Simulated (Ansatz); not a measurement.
Ligand exchange: SnH(CH3)3 + C4H9Cl → SnH2(CH3)2 + C5H11Cl

Species: SnH(CH3)3, singlet; C4H9Cl (1-chloro-2-methylpropane) `CC(C)CCl`, singlet; SnH2(CH3)2, singlet; C5H11Cl (2-chloro-3-methylbutane) `CC(C)C(C)Cl`, singlet. The partners trade CH3 for H: Sn–CH3 and C–H bonds give way to Sn–H and C–CH3.

Shapes, held fixed at every level: PBE0-D4/def2-TZVP. Flexible molecules stand in one conformer, not always the lowest. Programs: Ansatz 0.2.0. Electronic energies: no zero-point or thermal term.

```csv
level,kind,ΔE (kJ/mol),less CCSD(T)/def2-TZVPP
HF/def2-TZVPP,Hartree–Fock,+20.6,+1.6
PBE-D4/def2-TZVPP,GGA,+18.7,-0.3
BHLYP-D4/def2-TZVPP,global hybrid,+18.4,-0.6
PBE0-D4/def2-TZVPP,global hybrid,+17.6,-1.4
wB97M-V/def2-TZVPP,range-separated hybrid,+16.9,-2.1
B2PLYP/def2-TZVPP,double hybrid,+22.4,+3.4
CCSD/def2-TZVPP,coupled cluster or CI,+19.6,+0.6
CCSD(T)/def2-TZVPP,coupled cluster or CI,+19.0,0.0
```

The highest level, CCSD(T)/def2-TZVPP, gives ΔE = +19.0 kJ/mol; the levels span +16.9 to +22.4. The column of differences is taken from that level and isn't an error. No measured value is set beside it here. For atoms past krypton def2 sets carry core potentials with scalar relativity. Correlated rows may include outer-core shells of Sn, which these sets cover unevenly.

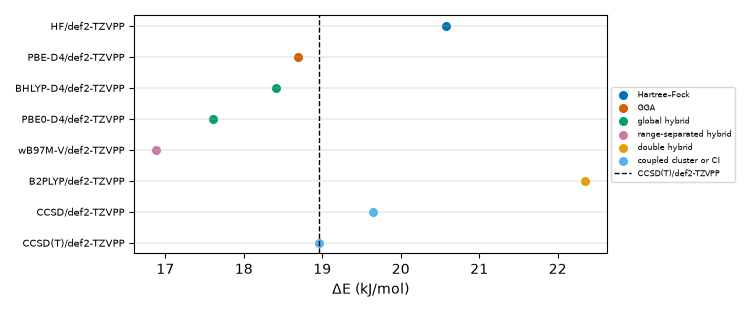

The values of the table, level by level.
